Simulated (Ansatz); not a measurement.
## Sn₂₂CdO₄₈ (charge −1): single-point calculation (part 2 of 2)

Sn₂₂CdO₄₈ (defect cell, 71 atoms in the cell, total charge −1); DFT, HSE06, PAW, plane waves (Ansatz 0.2.0); cutoff 420 eV, 1×1×1 k-mesh, Fermi–Dirac smearing of 0.01 eV. 

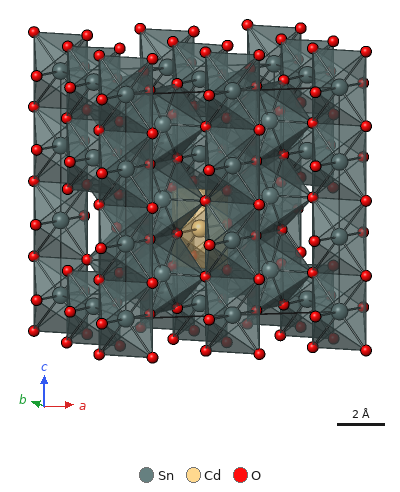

Fig. 1: The input geometry (polyhedral view of the cell of the calculation, seen slightly off an axis; polyhedra are completed across the faces of the cell). An atom can appear more than once, as a periodic image.

What the program printed, continued
```
SCF iter  12: F=—  HF=-168079.016848 eV  |F-HF|=—  |Δ(HF+E_count)|=  2.04e-10  Δρ=1.59e-7 (↑2.57e-8 ↓1.59e-7)  dr2=3.48e-10  dr2_m=6.64e-11  M=5.000 μB ∫|m|=5.686 μB  β_m=0.39  ethr=9.54e-12 (applied; sched 1.00e-12)  ⟨swp⟩=18.0  Hψ=1507  notcnv=0
SCF iter  13: F=—  HF=-168079.016848 eV  |F-HF|=—  |Δ(HF+E_count)|=  5.82e-11  Δρ=1.54e-7 (↑7.98e-8 ↓1.54e-7)  dr2=6.33e-10  dr2_m=3.15e-11  M=5.000 μB ∫|m|=5.686 μB  β_m=0.31  ethr=8.29e-12 (applied; sched 1.00e-12)  ⟨swp⟩=15.5  Hψ=1488  notcnv=0
SCF iter  14: F=—  HF=-168079.016848 eV  |F-HF|=—  |Δ(HF+E_count)|=  2.91e-11  Δρ=1.06e-7 (↑3.59e-8 ↓1.06e-7)  dr2=1.07e-10  dr2_m=3.63e-11  M=5.000 μB ∫|m|=5.686 μB  β_m=0.52  ethr=8.76e-12 (applied; sched 1.00e-12)  ⟨swp⟩=10.5  Hψ=1440  notcnv=0
SCF iter  15: F=—  HF=-168079.016848 eV  |F-HF|=—  |Δ(HF+E_count)|=  2.62e-10  Δρ=1.38e-7 (↑3.73e-8 ↓1.38e-7)  dr2=3.62e-10  dr2_m=3.05e-11  M=5.000 μB ∫|m|=5.686 μB  β_m=0.41  ethr=9.54e-12 (applied; sched 1.00e-12)  ⟨swp⟩=18.0  Hψ=1512  notcnv=0  recentre
SCF iter  16: F=-168079.016848 eV  HF=-168079.016848 eV  |F-HF|=5.82e-11  |Δ(HF+E_count)|=  5.82e-11  Δρ=7.34e-8 (↑3.87e-8 ↓7.34e-8)  dr2=1.13e-10  dr2_m=1.03e-11  M=5.000 μB ∫|m|=5.686 μB  ethr=8.22e-12 (applied; sched 1.00e-12)  ⟨swp⟩=18.5  Hψ=1518  notcnv=0
SCF 10 converged in 16 iterations: F = -168079.016848 eV  dr2 = 1.13e-10
  Residual-converged pass: ⟨swp⟩=4.0  Hψ=1534  notcnv=0  max |occ|·‖R‖ = 2.0e-7 eV (tolerance 2.2e-7 eV)  dr2=1.10e-10  dr2_m=1.07e-11  dr2_onsite=4.07e-12  max |Δocc| = 2.9e-24
  greatest PAW one-centre occupation: 1.001 electrons in one spin orbital (limit 2), on the Cd atom at site 22 (counted from 0), in its partial waves of l = 1
hybrid outer 9: dexx = +1.673e-8 eV, tail = 3.61e-9 eV, magnetization grown 1.0424 times (not accepted), Δε = 1.49e-4 eV (about 1.29e-4 eV left of the loop's levels), ΔF = 2.84e-4 eV/Å (tail 4.77e-4)
SCF iter   1: F=—  HF=-168079.016848 eV  |F-HF|=—  |Δ(HF+E_count)|=         —  Δρ=1.60e-7 (↑4.73e-8 ↓1.60e-7)  dr2=3.71e-10  dr2_m=4.82e-11  M=5.000 μB ∫|m|=5.686 μB  β_m=0.30  ethr=1.02e-11 (applied; sched 1.00e-12)  ⟨swp⟩=20.0  Hψ=2013  notcnv=11
preconditioner: auto → none  [insulator: Δε(μ)=0.551 eV  Ē_g=21.812 eV  σ=0.010 eV  W_gap=1.00  n_scr=250 (ndim 8)  ℏωp=30.9 eV  f_vac=0.045  D(μ)=0.00/eV (n_scr^D=0)]
SCF iter   2: F=—  HF=-168079.016848 eV  |F-HF|=—  |Δ(HF+E_count)|=    0.00e0  Δρ=1.54e-7 (↑4.45e-8 ↓1.54e-7)  dr2=5.25e-10  dr2_m=4.27e-11  M=5.000 μB ∫|m|=5.686 μB  β_m=0.24  ethr=8.52e-12 (applied; sched 1.00e-12)  ⟨swp⟩=10.0  Hψ=1414  notcnv=0
SCF iter   3: F=-168079.016848 eV  HF=-168079.016848 eV  |F-HF|=5.82e-11  |Δ(HF+E_count)|=    0.00e0  Δρ=7.76e-8 (↑2.84e-8 ↓7.76e-8)  dr2=3.61e-11  dr2_m=1.74e-11  M=5.000 μB ∫|m|=5.686 μB  ethr=8.35e-12 (applied; sched 1.00e-12)  ⟨swp⟩=9.0  Hψ=1395  notcnv=0
SCF 11 converged in 3 iterations: F = -168079.016848 eV  dr2 = 3.61e-11
  Residual-converged pass: ⟨swp⟩=3.0  Hψ=1178  notcnv=0  max |occ|·‖R‖ = 1.8e-7 eV (tolerance 2.2e-7 eV)  dr2=3.54e-11  dr2_m=1.76e-11  dr2_onsite=3.23e-12  max |Δocc| = 3.8e-25
hybrid outer 10: dexx = +3.386e-11 eV, tail = 1.53e-9 eV, Δε = 3.59e-6 eV (about 9.36e-5 eV left of the loop's levels), ΔF = 6.22e-6 eV/Å (tail 2.43e-4)
at 1 of the mixer's solves, all of them in the SCFs whose states led to this one, it left a direction of its history that read negative out of its fit and stepped the other way along it
NSCF: frozen V_eff on 1 k-points
this state was not tested for a lower state beside it, because the functional holds exact exchange (a hybrid, or Hartree-Fock), whose exchange loop this test does not read (fock_operator); the stability check (scf.self_checks: high) cannot read this state: a pseudopotential is PAW: the check reads norm-conserving sets alone
hybrid SCF converged: 10 outer / 200 inner (+50 warm-up), last move |dexx| = 3.39e-11 eV, tail = 1.53e-9 eV
Magnetization: 5.0000 μB (311.0000 up, 306.0000 down)
Absolute magnetization: 5.6834 μB (∫|ρ↑−ρ↓|, with the PAW one-centre terms)
Spin contamination: 0.0367 ħ² per cell (⟨S²⟩ above its minimum at these occupations)
Per-site moments (μB) at R_I (Å): [(-0.00019726101818533058, 0.8455662132440319), (-0.0002615050518136667, 0.8371706516343218), (-0.0001848872406533702, 0.8455306465955846), (-0.002781829527330316, 0.8274683620739349), (-0.002834446958258235, 0.8266490175221703), (-0.0001163210254657302, 0.8504174257481014), (-0.00016616920194467615, 0.8431182331807567), (-0.00012944450891172465, 0.850507990820891
Free energy (F): -168079.016848 eV
Harris-Foulkes:  -168079.016848 eV  (|F-HF|=5.82e-11)
Internal energy: -168079.016848 eV  (E = F + TS)
E sigma→0 (E₀):  -168079.016848 eV
Fermi energy:    8.317302 eV
--- Per-component energies (eV) ---
  E_band       = -3381.236212
  E_kinetic    = 13137.275908
  E_local      = -38385.440864  (includes V_loc(G=0)·N_el)
  E_nonlocal   = 1644.287956
  E_hartree    = 19414.084832
  E_xc         = -9531.973721
  E_vxc        = -5401.220654  (∫ρ·V_xc dr)
  E_exx        = -1837.022562  (= α·E_x^exact, valence–valence)
  E_paw        = -103761.521860  (= ΣΔE_a)
  E_vpaw       = -9530.380501  (= ΣTr[D̂ρ^β])
  E_aug_tail   = 0.117416  (compensation charges beyond the density's cutoff)
  E_ewald      = -48762.637479
  E_core_change = 3.813526  (= ΣΔE_core)
  E_smearing   = -0.000000  (= −TS)
  E_closure    = -0.000000  (closes the sum)
  E_deformation_potential = -16.942290  (in the stress; not in F)
  Σ components = -168079.016848   (vs F -168079.016848, Δ=-2.91e-11)
--- Forces (eV/Å), atoms counted from 1 ---
  atom   1  Sn     0.19258602     0.42917090    -0.33934203
  atom   2  Sn     0.14667028     0.61103637     0.02572694
  atom   3  Sn     0.21149880     0.42316711     0.31525723
  atom   4  Sn     1.17447480    -1.57930901    -0.63338525
  atom   5  Sn     1.26564978    -1.60306326     0.54043376
  atom   6  Sn    -0.13653629     0.17885077    -0.05562990
  atom   7  Sn    -0.18156087     0.23931320     0.01355609
  atom   8  Sn    -0.15784949     0.17195824     0.04079315
  atom   9  Sn    -0.18301724    -0.31930690    -0.07009065
  atom  10  Sn    -0.35954177    -0.17986563     0.09651902
  atom  11  Sn    -0.15118804     0.54226115     0.42654304
  atom  12  Sn    -0.25615547     0.65341112    -0.37961160
  atom  13  Sn    -0.01512104     0.00856304    -0.03607458
  atom  14  Sn     1.04407681     0.52691661    -1.33356231
  atom  15  Sn     1.06229947     0.40271830     1.38260991
  atom  16  Sn     0.06934158     0.12006223    -0.04079226
  atom  17  Sn    -0.52664418    -0.56266642    -1.16862450
  atom  18  Sn    -0.37663165    -0.69704970     1.18007756
  atom  19  Sn    -0.03813029    -0.06868454    -0.01089605
  atom  20  Sn    -1.47511754     0.76395665     0.37552828
  atom  21  Sn    -1.45003850     0.76800721    -0.38236287
  atom  22  Sn    -0.26370220     0.14723985     0.00313495
  atom  23  Cd    -0.20782765    -0.26402917    -0.01320149
  atom  24  O     -0.09039624    -0.22198042    -0.05532660
  atom  25  O     -0.41861295    -0.48086268    -0.01096372
  atom  26  O     -0.09599934    -0.22752504     0.07700933
  atom  27  O     -0.24999153     0.13597383     0.30349501
  atom  28  O     -0.67707330    -0.28048791     0.08527324
  atom  29  O     -0.28477813     0.15788772    -0.25511933
  atom  30  O      0.09790207     0.05994769     0.03125207
  atom  31  O      0.50538639     0.48952152     0.01554814
  atom  32  O      0.09689819     0.09314685    -0.05049222
  atom  33  O      0.27892499     0.05023865     0.10245898
  atom  34  O      0.95267236     0.82896497    -0.01813402
  atom  35  O      0.27471196     0.03172042    -0.10653436
  atom  36  O      0.07872538     0.06885675    -0.11203376
  atom  37  O     -0.56251672    -0.57166149    -0.02891903
  atom  38  O      0.14364350     0.05663241     0.15295386
  atom  39  O     -0.08929364    -0.14081253     0.05630361
  atom  40  O     -0.59019533    -0.54210464    -0.02473220
  atom  41  O     -0.07942245    -0.11823330    -0.01821861
  atom  42  O     -0.10511834     0.12577508     0.16087802
  atom  43  O      0.27976166     0.63286910    -0.08656475
  atom  44  O     -0.15379789     0.10745036    -0.16880282
  atom  45  O      0.13468329    -0.37745330     0.31673341
  atom  46  O      0.37043804    -0.11032083    -0.00982280
  atom  47  O      0.11545163    -0.38308965    -0.29237771
  atom  48  O     -0.23393490     0.33284120    -0.45162546
  atom  49  O     -0.09253858     0.36722750     0.41816631
  atom  50  O     -0.11809676     0.17219806     0.03870901
  atom  51  O      0.02573737    -0.48773035     0.25035294
  atom  52  O      0.01494120    -0.46029352    -0.24330231
  atom  53  O     -0.07277416    -0.06269889     0.01359295
  atom  54  O      0.39283298    -0.07490000     0.01134496
  atom  55  O      0.34481991    -0.04494104    -0.13611497
  atom  56  O      0.04745304     0.08698691    -0.02070562
  atom  57  O      0.04283540    -0.00385166     0.07999099
  atom  58  O      0.04525152     0.00159326    -0.08247857
  atom  59  O      0.05413589    -0.07415213    -0.00121810
  atom  60  O      0.25092379    -0.31500036     0.02920831
  atom  61  O      0.27670414    -0.31455282    -0.03932968
  atom  62  O      0.15223823    -0.14567429     0.01370529
  atom  63  O     -0.24319056     0.15471001     0.04695811
  atom  64  O     -0.24075339     0.25992764     0.05372364
  atom  65  O      0.02133304     0.05310612     0.02442832
  atom  66  O     -0.09771782     0.04384963     0.11197685
  atom  67  O     -0.11490785     0.04853351    -0.12787912
  atom  68  O     -0.02840276    -0.08537103     0.00941516
  atom  69  O      0.15967206     0.15770652     0.31424002
  atom  70  O      0.19114765     0.18824032    -0.31760091
  atom  71  O     -0.09726201     0.10513033     0.00396260
  max |Σ_I F_I| component: 1.37e-5 eV/Å
--- Charged-cell corrections in eV (Makov–Payne, q = -1.000 e, ε = 12.000) ---
  F (periodic)     = -168079.016848  (uncorrected; the corrections below are reported, never added to it)
  E_corr1          = +0.177863  (monopole, q²α_M/2εL)
  F Makov-Payne    = -168078.838985  (F + E_corr1; no measured alignment; for a localised charge, not one spread in a band: unchecked)
--- Band table (eV) ---
  k-point 0 ↑: bands = ["-96.9373", "-56.8705", "-56.7667", "-56.4374", "-15.2607", "-15.2230", "-15.1431", "-15.1236", "-15.1088", "-15.0692", ... 171 levels left out ..., "1.0433", "1.2336", "1.3133", "1.5104", "1.5494", "1.7791", "1.9588", "2.0193", "2.1005", "2.2025", "2.2652", "2.3226", "2.4091", "2.4890", "2.5696", "2.6331", "2.6563", "2.7020", "2.7719", "2.8330", "2.8785", "2.9355", "2.9925", "3.0815", "3.1669", "3.2302", "3.2833", "3.3436", "3.4171",
      "3.4344", "3.4652", "3.5050", "3.5775", "3.6267", "3.6595", "3.7419", "3.7703", "3.8022", "3.8766", "3.9176", "3.9497", "4.0014", "4.0503", "4.0898", "4.1858", "4.2031", "4.2398", "4.2611", "4.2858", "4.3618", "4.3985", "4.4453", "4.5101", "4.5620", "4.6175", "4.6422", "4.7666", "4.8093", "4.8510", "4.9104", "4.9445", "4.9885", "5.0087", "5.0947", "5.1356", "5.2106", "5.2503", "5.2856", "5.3166",
      "5.4341", "5.4674", "5.5395", "5.5706", "5.5916", "5.6242", "5.7056", "5.7299", "5.7503", "5.8051", "5.8385", "5.8769", "5.9104", "5.9342", "5.9606", "5.9730", "5.9945", "6.0175", "6.0589", "6.0758", "6.1074", "6.1376", "6.1618", "6.1895", "6.2047", "6.2284", "6.2364", "6.2762", "6.3060", "6.3274", "6.3485", "6.3701", "6.3945", "6.4072", "6.4455", "6.4600", "6.4704", "6.5015", "6.5134", "6.5212",
      "6.5671", "6.5782", "6.6091", "6.6276", "6.6459", "6.6732", "6.7202", "6.7450", "6.7705", "6.8263", "6.8400", "6.8734", "6.9038", "6.9778", "7.0358", "7.0874", "7.1365", "7.2549", "7.3663", "7.5563", "7.5846", "11.4032", "12.9344", "12.9978", "13.2138", "13.6523", "14.0485", "14.0920", "14.2716", "14.3327", "14.4259", "14.5568", "14.6710", "14.7207", "14.9154", "15.0040", "15.2226", "15.3180", "15.4288", "15.5069",
      "15.6661", "15.8526", "16.0714", "16.1172", "16.2912", "16.3755", "16.5117", "16.6520", "16.8070", "17.0810", "17.1466", "17.4089", "17.5657", "17.5897", "17.6792", "17.7757", "17.8099", "17.9175", "17.9962", "18.1060", "18.1399", "18.2176", "18.3198", "18.3694", "18.4604", "18.5356", "18.5624", "18.6638", "18.8237", "19.0215", "19.2095", "19.3024", "19.4080", "19.6435", "19.7048", "19.7460", "19.8206", "19.9158", "19.9497", "20.0443",
      "20.0641", "20.1303", "20.2468", "20.3050", "20.3917", "20.4432", "20.5064", "20.6291", "20.6734", "20.7321", "20.7720"]
  k-point 0 ↓: bands = ["-96.7045", "-56.4973", "-56.4683", "-56.3518", "-15.1119", "-15.0897", "-15.0671", "-15.0556", "-14.9960", "-14.9840", ... 171 levels left out ..., "1.1500", "1.3140", "1.4092", "1.5982", "1.6487", "1.8939", "2.1095", "2.1284", "2.2920", "2.4354", "2.5176", "2.5987", "2.6171", "2.6850", "2.7489", "2.7853", "2.8527", "2.8968", "2.9771", "3.0705", "3.1510", "3.2308", "3.2903", "3.3681", "3.3916", "3.4396", "3.4751", "3.5369", "3.6177",
      "3.6689", "3.7043", "3.7493", "3.8106", "3.8412", "3.9364", "3.9928", "4.0524", "4.1035", "4.1551", "4.1740", "4.2308", "4.2526", "4.2840", "4.3306", "4.3806", "4.4261", "4.4629", "4.5179", "4.6214", "4.6473", "4.7107", "4.7552", "4.8178", "4.8713", "4.9753", "4.9981", "5.0344", "5.0947", "5.1399", "5.1802", "5.3247", "5.3544", "5.3766", "5.4357", "5.4525", "5.5456", "5.6013", "5.6354", "5.6795",
      "5.6947", "5.7464", "5.7768", "5.8114", "5.8527", "5.8999", "5.9247", "5.9506", "5.9847", "6.0272", "6.0354", "6.0695", "6.0963", "6.1299", "6.1440", "6.1576", "6.1985", "6.2177", "6.2497", "6.2657", "6.2833", "6.3171", "6.3291", "6.3580", "6.3959", "6.4101", "6.4230", "6.4589", "6.4833", "6.4985", "6.5184", "6.5264", "6.5406", "6.5533", "6.5964", "6.6248", "6.6475", "6.6742", "6.6887", "6.7084",
      "6.7548", "6.7777", "6.7979", "6.8517", "6.8900", "6.9203", "6.9452", "6.9812", "7.0228", "7.1204", "7.3236", "7.4657", "7.7118", "7.8747", "7.9555", "8.0418", "8.5928", "8.8420", "8.9266", "9.0519", "9.1169", "11.4907", "13.0425", "13.0868", "13.2938", "13.7368", "14.1141", "14.1953", "14.3250", "14.3967", "14.4857", "14.6230", "14.7084", "14.7806", "14.9669", "15.0596", "15.2957", "15.3691", "15.4760", "15.5769",
      "15.7125", "15.9071", "16.1103", "16.1618", "16.3402", "16.4423", "16.5795", "16.6740", "16.8999", "17.1638", "17.2300", "17.5133", "17.6293", "17.6548", "17.7265", "17.8360", "17.8827", "17.9882", "18.0360", "18.1390", "18.1977", "18.2657", "18.3713", "18.4166", "18.5457", "18.5962", "18.6319", "18.7622", "18.8886", "19.1106", "19.2589", "19.3468", "19.4645", "19.6845", "19.7771", "19.7991", "19.8874", "19.9804", "20.0026", "20.1013",
      "20.1199", "20.1890", "20.2718", "20.3550", "20.4283", "20.4963", "20.5717", "20.7024", "20.7182", "20.7927", "20.8424"]
--- Löwdin populations: 71 sites ---
  site symbol       q [e]    m [muB]
     0     Sn     12.1654    -0.0036
     1     Sn     12.1757    -0.0029
     2     Sn     12.1649    -0.0035
     3     Sn     12.1693    -0.0270
     4     Sn     12.1683    -0.0266
     5     Sn     12.1703    -0.0015
     6     Sn     12.1639    -0.0019
     7     Sn     12.1704    -0.0013
     8     Sn     12.1728    -0.0111
     9     Sn     12.1725    -0.0109
    10     Sn     12.1748    -0.0097
    11     Sn     12.1741    -0.0094
    12     Sn     12.1683    -0.0022
    13     Sn     12.1729    -0.0250
    14     Sn     12.1738    -0.0242
    15     Sn     12.1662    -0.0038
    16     Sn     12.1730    -0.0245
    17     Sn     12.1712    -0.0250
    18     Sn     12.1672    -0.0031
    19     Sn     12.1711    -0.0215
    20     Sn     12.1713    -0.0210
    21     Sn     12.1731    -0.0041
    22     Cd     18.3120     0.1188
    23      O      6.8572     0.0038
    24      O      6.8591    -0.0005
    25      O      6.8550     0.0108
    26      O      6.8465     0.0378
    27      O      6.4604     0.8130
    28      O      6.8474     0.0363
    29      O      6.8553     0.0105
    30      O      6.8492     0.0173
    31      O      6.8546     0.0133
    32      O      6.8583    -0.0006
    33      O      6.9241     0.0481
    34      O      6.8592    -0.0030
    35      O      6.8565     0.0148
    36      O      6.9483     0.0117
    37      O      6.8576     0.0100
    38      O      6.8532     0.0168
    39      O      6.8534     0.0070
    40      O      6.8552     0.0110
    41      O      6.8550     0.0075
    42      O      6.5142     0.7503
    43      O      6.8515     0.0167
    44      O      6.8397     0.0626
    45      O      6.8582    -0.0009
    46      O      6.8408     0.0593
    47      O      6.7920     0.2461
    48      O      6.8010     0.2318
    49      O      6.8643     0.0069
    50      O      6.8532     0.0206
    51      O      6.8542     0.0176
    52      O      6.8571     0.0015
    53      O      6.8733     0.2012
    54      O      6.8478     0.2592
    55      O      6.8565     0.0134
    56      O      6.8575     0.0032
    57      O      6.8579     0.0029
    58      O      6.8561     0.0044
    59      O      6.8545     0.0004
    60      O      6.8546     0.0010
    61      O      6.8557     0.0031
    62      O      6.8548     0.2434
    63      O      6.8791     0.1884
    64      O      6.8556     0.0153
    65      O      6.8563     0.0018
    66      O      6.8557     0.0023
    67      O      6.8548     0.0063
    68      O      6.4551     0.8798
    69      O      6.4514     0.8867
    70      O      6.8606     0.0048
  spilling = 0.005459 (of n_electrons = 617.000000)
```

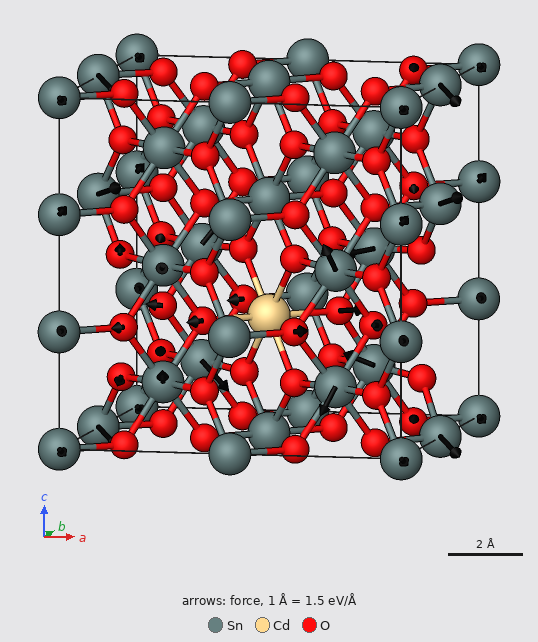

Fig. 2: Forces on the atoms as black arrows (ball-and-stick view of the cell of the calculation, seen slightly off an axis); the smallest are left out. The largest act on Sn5 (2.11 eV/Å); Sn4 (2.07 eV/Å); Sn15 (1.79 eV/Å); Sn14 (1.77 eV/Å), among others. Atoms are counted from 1 in the order of the input and aren't labelled in the picture. 
